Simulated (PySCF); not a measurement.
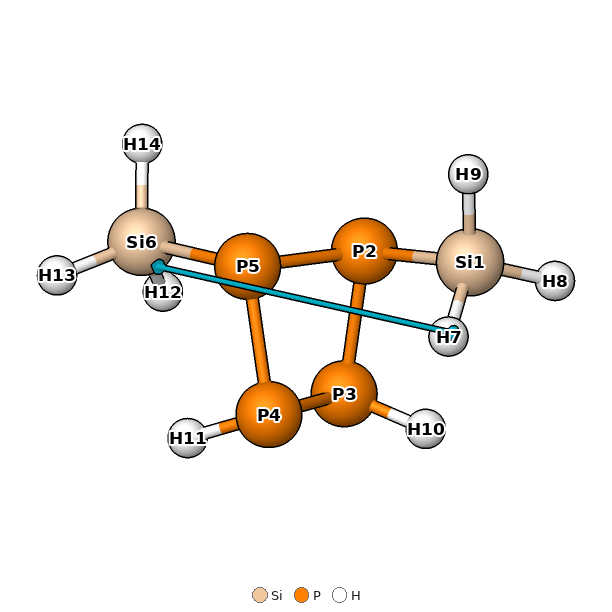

The double arrow shows the direction of the transition dipole to excited singlet state 7 (its length means nothing). Computed geometry: GFN2-xTB optimisation. No frequency run is at hand to confirm it as a minimum. Method: TDDFT ωB97X-D/def2-SVPD, vertical, gas phase, core orbitals frozen in the response (PySCF 2.14.0).

### How is the transition polarised?

Nearly parallel to the P5–Si6 bond.

### Give its energy, strength and character.

5.49 eV (226 nm), oscillator strength 0.052, mainly HOMO → LUMO+3 (weight 0.74); transition dipole 1.58 D.

The geometry is semi-empirical. Around P, Si such bond lengths and angles can be off by a tenth of an ångström or more and by several degrees, and values that hang on the shape move with them.
